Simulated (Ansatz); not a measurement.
**r2SCAN0/STO-3G run of Cl2 (chlorine)**

Aim: the energy change on altering one bond length of Cl2 (chlorine) at r2SCAN0/STO-3G, from 2 runs. 

Program for the calculation: Ansatz 0.2.0.

21 further runs of the same task are left out: 3 that didn't finish, 18 set aside as unsound or not needed.

## 1. Starting point

The species is Cl2 (2 atoms), meant as a singlet with charge 0. As SMILES, `ClCl`. Geometry: relaxed at GFN2-xTB.

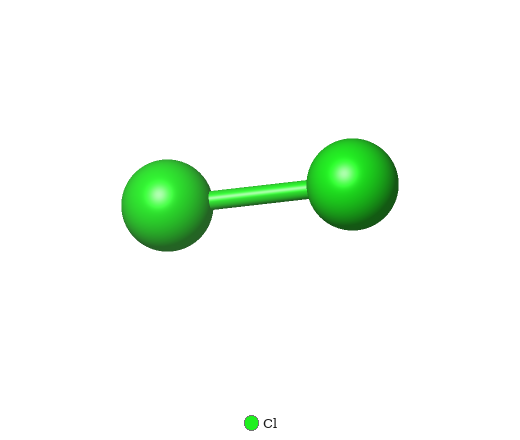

Viewed from a chosen angle; chlorine green.

## 2. A single-point energy at r2SCAN0/STO-3G

molecule.yaml

```yaml
crystal:
  periodic: [false, false, false]
  atoms:
    - {symbol: Cl, position_ang: [0.859850, -0.286310, 0.440860]}
    - {symbol: Cl, position_ang: [-0.859850, 0.286310, -0.440860]}
basis:
  gaussian:
    orbitals: STO-3G
accuracy: high
hamiltonian:
  xc: {name: r2SCAN0}
```

Command:

```
$ ansatz run molecule.yaml --threads 1 --pin off --max-ram 2610MiB --events-out events.jsonl --progress --plain --runs-dir runs
```

The program printed:

```text
Warning: RAYON_NUM_THREADS=1 ignored (pool sized by the plan → 1); use --threads N
Functional definition: r2SCAN0
  name "r2SCAN0"
  parameter a = 0.25
  parameter k0 = 0.174
  parameter k1 = 0.065
  parameter a1 = 4.9479
  exchange = (1 - a)*r2scan_x(k0 = k0, k1 = k1, a1 = a1) + a*exact_x
  correlation = r2scan_c
297 factors; integrals over basis functions are off by at most 2.5e-8 eV
mean field evaluation 1: about -24771.5663 eV, gradient 4.3e0 eV
mean field evaluation 2: about -24771.6694 eV, gradient 5.6e-1 eV
mean field evaluation 4: about -24771.6885 eV, gradient 4.9e-2 eV
mean field evaluation 8: about -24771.6885 eV, gradient 8.4e-7 eV
mean field -24771.68850069 eV, -910.3427615470 hartree, gradient 6.6e-10 eV, S^2 0.000000; 0 other end points of the search recorded, 0 dependent functions left out
reference -24771.68850085 eV, -910.3427615526 hartree; 17, 17 occupied and 1, 1 virtual orbitals, 297 factors
Total energy: -24771.68850085 eV, -910.3427615526 hartree
```

It took 1.5 s on 1 thread of Arm Neoverse V2, shared host; peak memory 0.11 GiB.

## 3. The distorted shape

input.yaml

```yaml
crystal:
  periodic: [false, false, false]
  atoms:
    - {symbol: Cl, position_ang: [1.289762, -0.429461, 0.661283]}
    - {symbol: Cl, position_ang: [-0.859850, 0.286310, -0.440860]}
basis:
  gaussian:
    orbitals: STO-3G
accuracy: high
hamiltonian:
  xc: {name: r2SCAN0}
```

Command:

```
$ ansatz run input.yaml --threads 1 --pin off --max-ram 2610MiB --events-out events.jsonl --progress --plain --runs-dir runs
```

The program printed, cut to the lines that bear on the results:

```text
Warning: RAYON_NUM_THREADS=1 ignored (pool sized by the plan → 1); use --threads N
[... 8 set-up lines as earlier in the session ...]
283 factors; integrals over basis functions are off by at most 2.1e-8 eV
mean field evaluation 1: about -24770.5002 eV, gradient 1.4e0 eV
mean field evaluation 2: about -24770.5121 eV, gradient 2.5e-1 eV
mean field evaluation 4: about -24770.5107 eV, gradient 7.8e-2 eV
mean field evaluation 8: about -24770.5108 eV, gradient 9.5e-6 eV
mean field -24770.51076206 eV, -910.2994804506 hartree, gradient 4.6e-10 eV, S^2 0.000000; 0 other end points of the search recorded, 0 dependent functions left out
reference -24770.51076223 eV, -910.2994804565 hartree; 17, 17 occupied and 1, 1 virtual orbitals, 283 factors
Total energy: -24770.51076223 eV, -910.2994804565 hartree
```

It took 1.5 s on 1 thread of Arm Neoverse V2, shared host; peak memory 0.11 GiB.

## 4. Results

At r2SCAN0/STO-3G:

| quantity | value |
| --- | --- |
| first shape: total energy | -910.34276 Eh |
| distorted shape: total energy | -910.29948 Eh |
| energy change with the Cl1–Cl2 bond stretched from 2.016 to 2.519 Å | 1.178 eV |

**Reading.** With the Cl1–Cl2 bond stretched from 2.016 to 2.519 Å the energy rises by 1.18 eV (27 kcal/mol). The first shape isn't relaxed at this level, so the change isn't measured from a minimum. The minimal basis adds a large error of its own.
